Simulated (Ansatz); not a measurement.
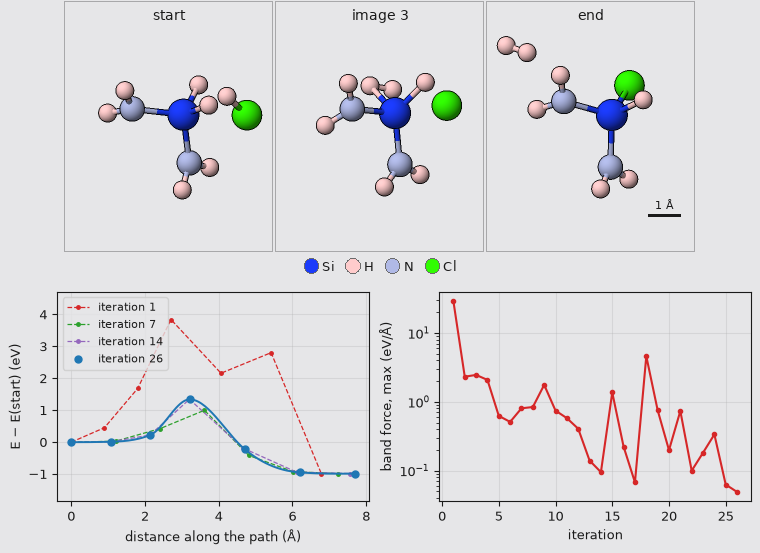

NEB run on SiN2H7Cl. Images are numbered from 0 (start) to 6 (end). The plot follows the band through its iterations. A ball-and-stick model, seen from a free direction.

Method: Ansatz, RKS CAM-B3LYP/6-31G*. Settings: 5 movable images; climbing image; force threshold 0.05 eV/Å; iteration limit 60; starting path through a guess of the saddle point.

Question: Judge this run.

Answer: The result is final at these settings. The band converged in 26 iterations. The largest component of the band force went from 29 to 0.049 eV/Å. The climbing image converged on the top of the path. Its vibrational analysis gives one imaginary mode (602i cm⁻¹), as a transition state must have. The first iteration put the highest image at 3.84 eV. The energy climbs by 1.34 eV to image 3 and then falls by 2.32 eV, so the end point sits at −0.98 eV.

The run took 5.7 min on 2 threads of Arm Neoverse V1, on a shared host, peak memory 0.2 GiB.
